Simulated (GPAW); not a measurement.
TiO2 (P4_2/mnm): how ε∞ follows the gap

The empty bands of TiO2 (P4_2/mnm) are shifted up rigidly by Δ, and ε∞ along x is computed for each shift. x, y and z are the Cartesian axes of the input cell.

It takes space group P4_2/mnm (No. 136, tetragonal). The conventional cell has a = 4.592 Å, b = 4.592 Å, c = 2.957 Å, α = 90.00°, β = 90.00°, γ = 90.00°. Ti on site a has 6 O at 1.95 to 1.98 Å as nearest neighbours. O on site f has 3 Ti at 1.95 to 1.98 Å as nearest neighbours.

Method: GPAW 26.7.0, LDA, RPA, k-mesh 7×7×10, local fields up to 50 eV, Lorentzian half width 0.15 eV.

Launch of the response step: `OMP_NUM_THREADS=1 python df.py`. The series took 10.6 min in all, its band step included, on 1 thread of Arm Neoverse V1 (shared host).

| Δ (eV) | ε∞ along x |
| --- | --- |
| 0.00 | 6.824 |
| 0.40 | 6.394 |
| 0.80 | 6.034 |
| 1.20 | ? |
| 1.60 | 5.460 |
| 2.00 | 5.226 |

With one effective transition at E₀ and fixed dipole strength, ε∞ − 1 = A/(E₀ + Δ), so 1/(ε∞ − 1) is linear in Δ.

Working, on the rows shown:

| x = Δ (eV) | y = 1/(ε∞ − 1) |
| --- | --- |
| 0 | 0.171703 |
| 0.4 | 0.185391 |
| 0.8 | 0.198649 |
| 1.6 | 0.224215 |
| 2 | 0.23663 |

Means: x̄ = 0.96, ȳ = 0.20332. Σ(x − x̄)(y − ȳ) = 0.08916, Σ(x − x̄)² = 2.752. Slope = 0.08916 / 2.752 = 0.0324; intercept = ȳ − slope · x̄ = 0.17222. Turned back into ε∞ along x, the line misses the rows shown by at most 0.017.

Task: What does the fit predict for the withheld row, and how well does it do?

Result: At x = 1.2 the line gives y = 0.21109, that is 5.737. The run gave 5.726, so the interpolation is off by 0.011, 0.7 % of the range in the table.

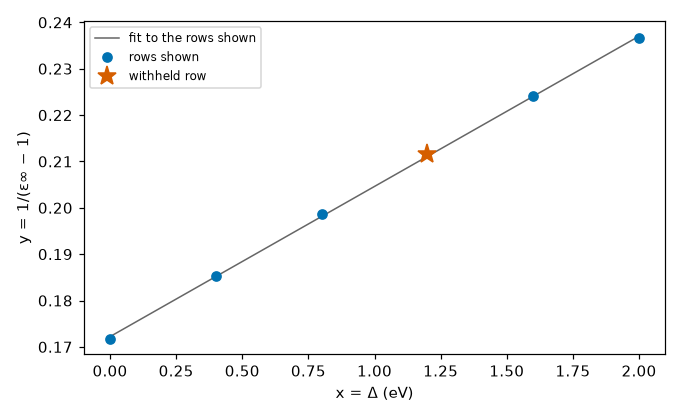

Refitted with all rows, the slope is 0.03243 and the intercept 0.17227. These give E₀ = intercept/slope = 5.3 eV, far above the least direct gap of 1.80 eV: most of the screening comes from transitions well over the edge. Over the first step ε∞ falls by 16 % per eV. The measured fundamental gap is 3.05 eV (arxiv:2112.05953 (2021)), against 1.80 eV for the same gap here, so it asks for Δ = 1.25 eV, where the line gives ε∞ = 5.70. Excitons are left out; LDA gaps are as a rule too small. The values come from a sum over the points of one k-mesh and carry its error, which grows as the direct gap shrinks. This version of GPAW has incomplete matrix elements in the optical limit, which can lower ε − 1 by up to a tenth where first-row anions or d states rule.
